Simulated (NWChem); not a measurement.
**KNH2 (SMILES [NH2][K]) at 6 levels**

Aim: a comparison of 6 runs (HF/STO-3G, HF/3-21G, TPSSh/STO-3G, M06-2X/6-31G, B3LYP/6-31G*, PBE0/def2-SVP) of KNH2. 

The results are computed with NWChem 7.3.0.

### 1 The molecule

KNH2 has 4 atoms, charge 0, and is taken as a singlet. SMILES: `[NH2][K]`. Geometry: relaxed at PBE0-D4/def2-TZVP.

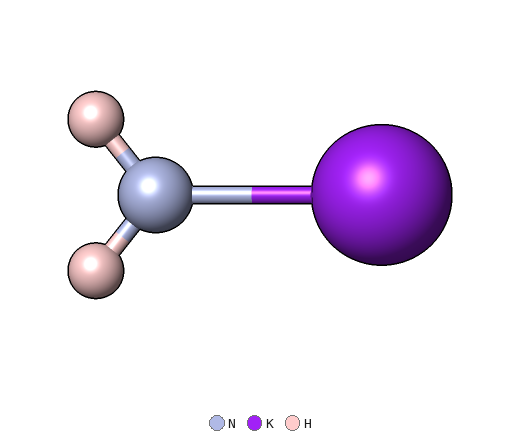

The structure, seen from a chosen angle (nitrogen light blue, potassium purple, hydrogen pink).

### 2 Energy and forces at HF/STO-3G (run 1)

mymol.nw

```
start mymol
title "H2KN"
memory 2200 mb
charge 0

geometry noautosym nocenter noautoz
 N     -0.218900     0.035500    -0.153100
 K      1.762300    -0.394400     1.107100
 H     -1.148700    -0.357700    -0.023700
 H     -0.339300     0.656400    -0.950600
end

basis spherical bse
 * library STO-3G
end

scf
 thresh 1e-08
 maxiter 80
end

task scf gradient
```

On the command line:

```bash
$ nwchem mymol.nw > mymol.out
```

The program printed:

```text
[...]
  functions       =    20
[...]
  wavefunction    = RHF
[...]
         Total SCF energy =   -647.899965487939
      One-electron energy =   -981.378526834078
      Two-electron energy =    289.945267412358
 Nuclear repulsion energy =     43.533293933781
        Time for solution =      0.3s
[...]
                         RHF ENERGY GRADIENTS
    atom               coordinates                        gradient
                 x          y          z           x          y          z
   1 N      -0.413661   0.067085  -0.289317   -0.011193   0.002380  -0.007072
   2 K       3.330264  -0.745308   2.092116    0.001998  -0.000434   0.001273
   3 H      -2.170728  -0.675955  -0.044787    0.010519   0.006414  -0.003843
   4 H      -0.641184   1.240416  -1.796374   -0.001324  -0.008360   0.009642
[...]
```

It took 1.1 s on 1 thread of Intel Xeon 6975P-C (Granite Rapids), shared host; peak memory 0.099 GiB.

### 3 Energy and forces at HF/3-21G (run 2)

h2kn.nw

```
start h2kn
title "H2KN"
memory total 2200 mb

geometry units angstrom noautosym nocenter noautoz
 N       -0.218900       0.035500      -0.153100
 K        1.762300      -0.394400       1.107100
 H       -1.148700      -0.357700      -0.023700
 H       -0.339300       0.656400      -0.950600
end

basis spherical bse
 * library 3-21G
end

scf
 thresh 1e-08
 maxiter 80
 print low
end

task scf gradient
```

On the command line:

```bash
$ nwchem h2kn.nw > h2kn.out
```

The program printed:

```text
[...]
  functions       =    30
[...]
  wavefunction    = RHF
[...]
         Total SCF energy =   -651.396094134469
      One-electron energy =   -984.540498939202
      Two-electron energy =    289.611110870952
 Nuclear repulsion energy =     43.533293933781
        Time for solution =      0.4s
[...]
                         RHF ENERGY GRADIENTS
    atom               coordinates                        gradient
                 x          y          z           x          y          z
   1 N      -0.413661   0.067085  -0.289317    0.000727  -0.000190   0.000505
   2 K       3.330264  -0.745308   2.092116   -0.005275   0.001143  -0.003355
   3 H      -2.170728  -0.675955  -0.044787    0.004670   0.002501  -0.001289
   4 H      -0.641184   1.240416  -1.796374   -0.000122  -0.003454   0.004140
 Task  times  cpu:        0.6s     wall:        0.6s
 Total times  cpu:        0.6s     wall:        0.6s
```

Run time: 1.2 s. Hardware: 1 thread of Intel Xeon 6975P-C (Granite Rapids), shared host; peak memory 0.099 GiB.

Runs 3 to 5 aren't shown in full; the table further down has their settings and results.

### 4 Energy and forces at PBE0/def2-SVP (run 6)

h2kn.nw

```
START h2kn
TITLE "H2KN gradient"
memory 2200 mb

GEOMETRY units angstroms noautosym nocenter noautoz
  N       -0.218900       0.035500      -0.153100
  K        1.762300      -0.394400       1.107100
  H       -1.148700      -0.357700      -0.023700
  H       -0.339300       0.656400      -0.950600
END

BASIS spherical bse
  * library def2-SVP
END

DFT
  xc pbe0
  grid xfine
  convergence energy 1e-08
  maxiter 100
  mulliken
END

TASK dft gradient
```

On the command line:

```bash
$ nwchem h2kn.nw > h2kn.out
```

The program printed:

```text
[...]
          Wavefunction type:  closed shell.
          No. of atoms     :     4
          No. of electrons :    28
[...]
          Charge           :     0
          Spin multiplicity:     1
[...]
          AO basis - number of functions:    48
[...]
              XC Information
              --------------
                         PBE0 Method XC Functional
                     Hartree-Fock (Exact) Exchange  0.250
          PerdewBurkeErnzerhof Exchange Functional  0.750
            Perdew 1991 LDA Correlation Functional  1.000 local
           PerdewBurkeErnz. Correlation Functional  1.000 non-local
[...]
 d= 0,ls=0.0,diis     1   -655.3904381572 -6.99D+02  7.98D-02  7.62D-01     0.7
[...]
 d= 0,ls=0.0,diis    10   -655.4926572310 -4.45D-09  2.09D-06  2.00D-09     5.7
         Total DFT energy =     -655.492657230989
      One electron energy =     -988.044284926532
           Coulomb energy =      329.972782379095
    Exchange-Corr. energy =      -40.954448617333
 Nuclear repulsion energy =       43.533293933781
[...]
  wavefunction    = closed shell
                         DFT ENERGY GRADIENTS
    atom               coordinates                        gradient
                 x          y          z           x          y          z
   1 N      -0.413661   0.067085  -0.289317   -0.008990   0.001915  -0.005675
   2 K       3.330264  -0.745308   2.092116    0.001263  -0.000275   0.000803
   3 H      -2.170728  -0.675955  -0.044787    0.005613   0.001347   0.000462
   4 H      -0.641184   1.240416  -1.796374    0.002114  -0.002988   0.004410
[...]
```

It took 7.5 s on 1 thread of Intel Xeon 6975P-C (Granite Rapids), shared host; peak memory 0.12 GiB.

### 5 Overview of the runs

```
run                               level  iteration cap  module  energy (Eh)  dipole moment (D)  largest force (eV/Å)  wall time
  1                           HF/STO-3G             80     scf  -647.899965               7.02                 0.692      1.1 s
  2                            HF/3-21G             80     scf  -651.396094                  –                 0.327      1.2 s
  3                        TPSSh/STO-3G            100     dft  -648.954726               5.34                 1.799       13 s
  4                        M06-2X/6-31G            100     dft  -655.756836               6.54                 0.619       13 s
  5  B3LYP/6-31G* (Cartesian functions)            100     dft  -655.820378               6.32                 0.320      8.1 s
  6                       PBE0/def2-SVP            100     dft  -655.492657               6.82                 0.555      7.5 s
```

### 6 Results

```
                       quantity          value
            run 6: total energy  -655.49266 Eh
           run 6: dipole moment         6.82 D
             run 6: HOMO energy       -3.11 eV
             run 6: LUMO energy       -1.00 eV
           run 6: HOMO–LUMO gap        2.11 eV
run 6: largest force on an atom     0.555 eV/Å
```

Over runs 1, 3, 4, 5, 6 the dipole moment (its size) runs from 5.34 D (TPSSh/STO-3G) to 7.02 D (HF/STO-3G). Over runs 1, 5, 6 the HOMO–LUMO gap runs from 1.54 eV (B3LYP/6-31G*) to 7.98 eV (HF/STO-3G). The two ends differ in method and basis. Totals of different functionals can't be ranked against each other. In runs 1, 3 the basis is minimal, so the values are rough. All runs together took 44 s, the longest 13 s.
